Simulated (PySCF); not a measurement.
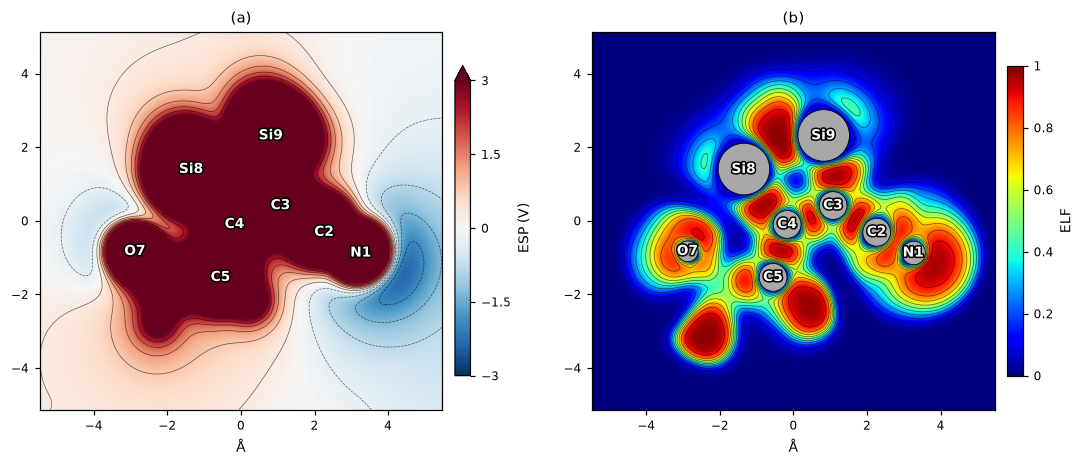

*C5H9NOSi2 (SMILES N#CC1=C(CCO)[SiH2][SiH2]1). (a) electrostatic potential; (b) electron localisation function on the plane of atoms C2, C3 and Si9. Grey discs cover the atomic cores in the ELF map.*

Geometry: GFN2-xTB.

Level of theory: PBE0/pcSseg-1, SCF density, gas phase, non-relativistic in PySCF 2.14.0.

```yaml
atoms:
  - { symbol: N, position_ang: [-1.1939, 2.6557, -2.4682] }
  - { symbol: C, position_ang: [-1.1474, 1.9174, -1.5850] }
  - { symbol: C, position_ang: [-1.1369, 1.0481, -0.5002] }
  - { symbol: C, position_ang: [-0.1770, 0.1413, -0.2151] }
  - { symbol: C, position_ang: [1.0629, -0.1313, -0.9927] }
  - { symbol: C, position_ang: [2.1502, -0.6389, -0.0430] }
  - { symbol: O, position_ang: [1.6899, -1.7212, 0.7347] }
  - { symbol: Si, position_ang: [-0.7382, -0.7123, 1.3970] }
  - { symbol: Si, position_ang: [-2.4279, 0.8510, 0.9103] }
  - { symbol: H, position_ang: [0.8491, -0.9054, -1.7410] }
  - { symbol: H, position_ang: [1.4105, 0.7560, -1.5278] }
  - { symbol: H, position_ang: [3.0531, -0.9195, -0.6007] }
  - { symbol: H, position_ang: [2.4115, 0.1429, 0.6734] }
  - { symbol: H, position_ang: [1.4729, -2.4529, 0.1464] }
  - { symbol: H, position_ang: [0.1055, -0.4891, 2.5680] }
  - { symbol: H, position_ang: [-1.0311, -2.1417, 1.2421] }
  - { symbol: H, position_ang: [-3.7423, 0.4865, 0.3668] }
  - { symbol: H, position_ang: [-2.6195, 2.1198, 1.6232] }
```

Q: What does the map show?

A:
- The plane passes through N, C, O and Si nuclei.
- C–N (1.15 Å): the ELF peaks at about 0.85 between the atoms (a short, multiple covalent bond).
- C–C (1.35 Å): the ELF peaks at about 0.90 between the atoms (a covalent bond).
- C–Si (1.91 Å): the ELF peaks at about 0.95 between the atoms: localised, covalent bonding.
- Si–Si (2.35 Å): the ELF peaks at about 0.95 between the atoms; localised, covalent bonding.
- C–C (1.49 Å): the ELF peaks at about 0.95 between the atoms (localised, covalent bonding).
- The ELF also peaks beside N1, away from the bonds: lone-pair regions.
- Outside the dense part of the molecule the potential is most negative (−2.3 V) near N1.
